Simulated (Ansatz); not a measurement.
```sh
ansatz run in.yaml --threads 2 --pin off --events-out ev --progress --plain --max-ram 4352MiB
```

```yaml
crystal:
  periodic: [false, false, false]
  atoms:
    - {symbol: C, position_ang: [-0.824541, 0.963624, -0.729900]}
    - {symbol: Al, position_ang: [0.768344, -0.022258, -0.360939]}
    - {symbol: O, position_ang: [0.472967, -1.149740, 1.128277]}
    - {symbol: H, position_ang: [-1.664480, 0.301191, -0.961200]}
    - {symbol: H, position_ang: [-0.675274, 1.621275, -1.590038]}
    - {symbol: H, position_ang: [-1.116952, 1.589647, 0.118879]}
    - {symbol: H, position_ang: [2.249062, -0.333402, -0.737330]}
    - {symbol: H, position_ang: [1.140666, -1.745006, 1.499496]}
    - {symbol: H, position_ang: [-0.349791, -1.225331, 1.632752]}
basis:
  gaussian: {orbitals: def2-TZVPP}
total_charge: 1
correlation: {method: ccsd_t}
```

Work out the structure from the coordinates.

Formula CH₆AlO⁺. The point group is Cs. Coordination: 1 C tetrahedral; 1 Al trigonal planar; 1 O trigonal planar.

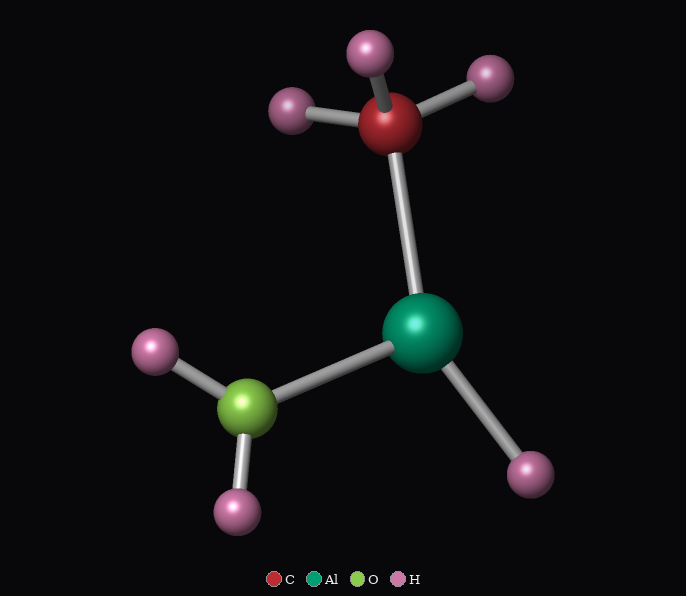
